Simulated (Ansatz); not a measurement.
# Profile along the Ru–Ru line in Ru (hcp, Mg type)

Ru (hcp, Mg type)

```
CELL_PARAMETERS angstrom
      2.72203     0.00000     0.00000
     -1.36102     2.35735     0.00000
      0.00000     0.00000     4.29074
ATOMIC_POSITIONS crystal
  Ru 0.33333 0.66667 0.75000
  Ru 0.66667 0.33333 0.25000
```

Fields along a shortest Ru–Ru line of a (0001) plane (2.72 Å), from Ru to Ru, interpolated on the slice's grid (step about 0.2 Å). Level of theory: PBE (plane waves to 420 eV, PAW, scalar-relativistic; Ansatz, an electronic-structure program). k mesh 20×20×11. Near the nuclei the fields are pseudised (PAW); where an atom keeps semicore shells as valence, they peak there. Ru is run without spin polarisation. Ru was relaxed with its symmetry unable to fall. The PAW data are Ansatz's earlier set.

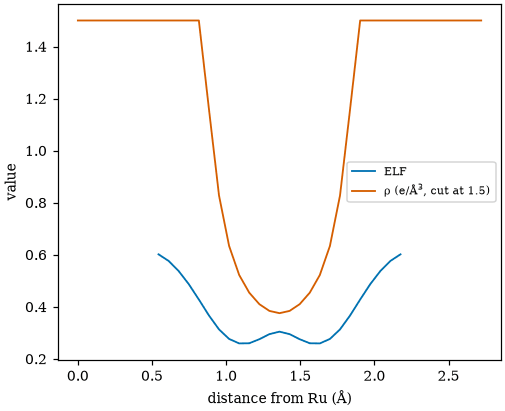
*ELF (away from the nuclei) and valence density from Ru to Ru.*

Density on the Ru–Ru line (2.72 Å) at its midpoint: 0.38 e/Å³. ELF at that point: 0.30.
